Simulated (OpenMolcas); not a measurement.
**Energy and gradient calculation of CH6Si (part 1 of 2)**

The run: energy and gradient calculation of CH6Si. Method and program: SVWN5/def2-TZVP, RKS (OpenMolcas 26.06).

The geometry comes from this level: GFN2-xTB.

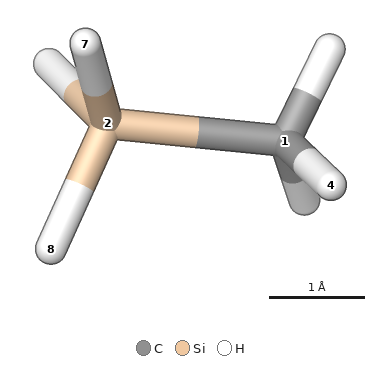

Figure 1. The input geometry (stick view, seen at a tilt; atoms are numbered from 1 in the order of the input). Bond lengths as drawn: C–H 1.09 Å, C–Si 1.90 Å and H–Si 1.46 Å.

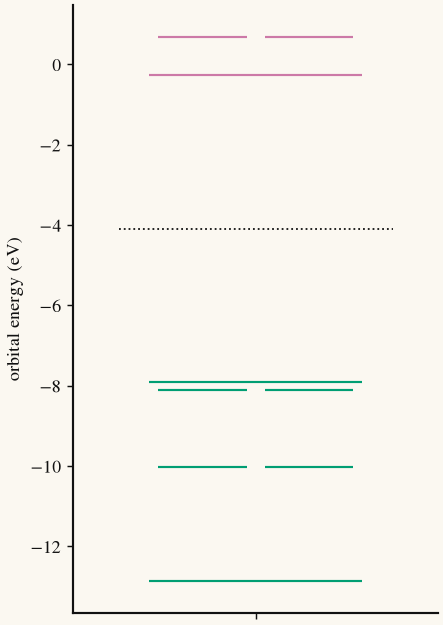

Figure 2. Orbital energies near the frontier; the dotted line parts filled from empty levels, and levels within 0.02 eV of each other stand side by side. Highest filled −7.92 eV, lowest empty −0.27 eV, 7.65 eV apart.

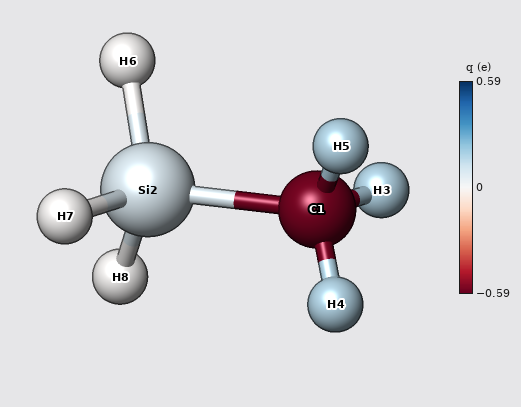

Figure 3. Mulliken charges, as the colour of each atom (ball-and-stick view, seen at a tilt; atoms are numbered from 1 in the order of the input). By element: C −0.56, Si +0.08 and H −0.01 to +0.17 e.

The input and output of the run follow.

Input:
```
&GATEWAY
  BASLIB
  $CurrDir
  COORD
  geom.xyz
  BASIS
  def2-TZVP
  GROUP
  NoSym

&SEWARD

&SCF
  KSDFT
  SVWN5
  PRORBITALS
  1 1

&ALASKA
```

File geom.xyz:
```
8

C     -0.180870     0.239010    -0.936940
Si     0.167460    -0.221430     0.868820
H     -1.232590     0.115770    -1.179650
H      0.388860    -0.385080    -1.620100
H      0.083930     1.273290    -1.138610
H     -0.619350     0.639390     1.755040
H      1.592670    -0.040160     1.153950
H     -0.200110    -1.620790     1.097500
```

Command:
```bash
export MOLCAS_MEM=1860
pymolcas job.inp > job.log
```

The program's output:
```
--- Start Module: gateway ---

                                              &GATEWAY

                       available to each process: 1.9 GB of memory, 1 thread

 Basis Set     1 Label: C.DEF2-TZVP
 Basis set is read from library:.
 basistype.tbl is not found

 Basis Set     2 Label: SI.DEF2-TZVP
 Basis set is read from library:.
 basistype.tbl is not found

 Basis Set     3 Label: H.DEF2-TZVP
 Basis set is read from library:.
 basistype.tbl is not found

++    Symmetry information:
      ---------------------

                    Character Table for C1

                             E
                    a        1  x, y, xy, Rz, z, xz, Ry, yz, Rx, I
--

++    Basis set information:
      ----------------------

      Basis set label: C.DEF2-TZVP.........

      Electronic valence basis set:
      ------------------
      Associated Effective Charge   6.000000 au
      Associated Actual Charge      6.000000 au
      Nuclear Model: Point charge

      Shell  nPrim  nBasis  Cartesian Spherical Contaminant
         s      11       5        X
         p       6       3        X
         d       2       2                 X
         f       1       1                 X

      Basis set label: SI.DEF2-TZVP.........

      Electronic valence basis set:
      ------------------
      Associated Effective Charge  14.000000 au
      Associated Actual Charge     14.000000 au
      Nuclear Model: Point charge

      Shell  nPrim  nBasis  Cartesian Spherical Contaminant
         s      14       5        X
         p       9       5        X
         d       3       2                 X
         f       1       1                 X

      Basis set label: H.DEF2-TZVP.........

      Electronic valence basis set:
      ------------------
      Associated Effective Charge   1.000000 au
      Associated Actual Charge      1.000000 au
      Nuclear Model: Point charge

      Shell  nPrim  nBasis  Cartesian Spherical Contaminant
         s       5       3        X
         p       1       1        X
--

++    Molecular structure info:
      -------------------------

                    ************************************************
                    **** Cartesian Coordinates / bohr, angstrom ****
                    ************************************************

     Center  Label                x              y              z                     x              y              z
        1      C1              -0.341795       0.451663      -1.770560             -0.180870       0.239010      -0.936940
        2      SI2              0.316454      -0.418442       1.641832              0.167460      -0.221430       0.868820
        3      H3              -2.329258       0.218774      -2.229215             -1.232590       0.115770      -1.179650
        4      H4               0.734839      -0.727696      -3.061545              0.388860      -0.385080      -1.620100
        5      H5               0.158605       2.406169      -2.151661              0.083930       1.273290      -1.138610
        6      H6              -1.170402       1.208272       3.316545             -0.619350       0.639390       1.755040
        7      H7               3.009710      -0.075891       2.180649              1.592670      -0.040160       1.153950
        8      H8              -0.378153      -3.062849       2.073974             -0.200110      -1.620790       1.097500

                    ***************************************
                    *    InterNuclear Distances / bohr    *
                    ***************************************

               1 C1            2 SI2           3 H3            4 H4            5 H5            6 H6
    1 C1       0.000000
    2 SI2      3.582568        0.000000
    3 H3       2.052952        4.731896        0.000000
    4 H4       2.053453        4.732065        3.313195        0.000000
    5 H5       2.053225        4.732223        3.313634        3.313766        0.000000
    6 H6       5.209384        2.767960        5.751305        6.932384        5.753477        0.000000
    7 H7       5.207970        2.767905        6.930968        5.751564        5.749638        4.518038
    8 H8       5.208989        2.768053        5.752678        5.750240        6.932119        4.518198

               7 H7            8 H8
    7 H7       0.000000
    8 H8       4.517844        0.000000

                    *******************************************
                    *    InterNuclear Distances / angstrom    *
                    *******************************************

               1 C1            2 SI2           3 H3            4 H4            5 H5            6 H6
    1 C1       0.000000
    2 SI2      1.895813        0.000000
    3 H3       1.086375        2.504011        0.000000
    4 H4       1.086641        2.504101        1.753268        0.000000
    5 H5       1.086520        2.504185        1.753500        1.753569        0.000000
    6 H6       2.756687        1.464741        3.043460        3.668460        3.044609        0.000000
    7 H7       2.755939        1.464712        3.667710        3.043597        3.042578        2.390843
    8 H8       2.756478        1.464790        3.044186        3.042896        3.668319        2.390928

               7 H7            8 H8
    7 H7       0.000000
    8 H8       2.390740        0.000000

                    **************************************
                    *    Valence Bond Angles / degree    *
                    **************************************
                          Atom centers                 Phi
                      3 H3       1 C1       4 H4       107.58
                      3 H3       1 C1       5 H5       107.61
                      4 H4       1 C1       5 H5       107.59
                      6 H6       2 SI2      7 H7       109.40
                      6 H6       2 SI2      8 H8       109.40
                      7 H7       2 SI2      8 H8       109.39
--

            Nuclear Potential Energy             62.76390022 au

--- Stop Module: gateway /rc=_RC_ALL_IS_WELL_ ---

--- Start Module: seward ---

                                              &SEWARD

                       available to each process: 1.9 GB of memory, 1 thread

               SEWARD will generate:
                  Multipole Moment integrals up to order  2
                  Kinetic Energy integrals
                  Nuclear Attraction integrals (point charge)
                  One-Electron Hamiltonian integrals
                  Velocity integrals
                  Orbital angular momentum around (  0.1038  -0.1373   0.5392 )
                  Velocity quadrupole around (  0.1038  -0.1373   0.5392 )
                  Two-Electron Repulsion integrals

                   Integrals are discarded if absolute value <: 1.00E-14
                   Integral cutoff threshold is set to       <: 1.00E-16

            Nuclear Potential Energy             62.76390022 au

      Basis set specifications :
      Symmetry species         a
      Basis functions          104

--- Stop Module: seward /rc=_RC_ALL_IS_WELL_ ---
--- Module seward spent 2 seconds ---

--- Start Module: scf ---

                                                &SCF

                       available to each process: 1.9 GB of memory, 1 thread

 ###############################################################################
 ###     Minimized-density-differences option turned off!                    ###
 ###############################################################################
++    Input section:
      --------------

      Header of the integral files:

      Cartesian coordinates in angstrom:
      -----------------------------------------------------
      No.  Label        X            Y            Z
      -----------------------------------------------------
       1   C1        -0.18087000   0.23901000  -0.93694000
       2   SI2        0.16746000  -0.22143000   0.86882000
       3   H3        -1.23259000   0.11577000  -1.17965000
       4   H4         0.38886000  -0.38508000  -1.62010000
       5   H5         0.08393000   1.27329000  -1.13861000
       6   H6        -0.61935000   0.63939000   1.75504000
       7   H7         1.59267000  -0.04016000   1.15395000
       8   H8        -0.20011000  -1.62079000   1.09750000
      -----------------------------------------------------
      Nuclear repulsion energy =   62.76390022
--

++    Orbital specifications:
      -----------------------

      Symmetry species               1
                                     a
      Frozen orbitals                0
      Occupied orbitals             13
      Secondary orbitals            91
      Deleted orbitals               0
      Total number of orbitals     104
      Number of basis functions    104
--

      Molecular charge                           0.000

      Numerical integration parameters
      --------------------------------
      Radial quadrature type:                         MHL
      Size of radial grid:                            75
      Lebedev angular grid:                           29
      Angular grid pruned with the crowding factor:  3.00E+00
                                 and fading factor:  6.00E+00
      Screening threshold for integral computation:   1.00E-11
      Radial quadrature accuracy:                     1.00E-25
      Maximum batch size:                             128
      AO values are stored on disk
      The same grid will be used for all iterations.

      DFT functional specifications
      -----------------------------
      Using Libxc version: 6.2.2
      Please cite the following reference:
      S. Lehtola, C. Steigemann, M. J.T. Oliveira, and M. A.L. Marques.,  SoftwareX 7, 1–5 (2018) doi:10.1016/j.softx.2017.11.002

      * Slater exchange
        - P. A. M. Dirac.,  Math. Proc. Cambridge Philos. Soc. 26, 376 (1930) doi:10.1017/S0305004100016108
        - F. Bloch.,  Z. Phys. 57, 545 (1929) doi:10.1007/BF01340281
      * Vosko, Wilk & Nusair (VWN5)
```
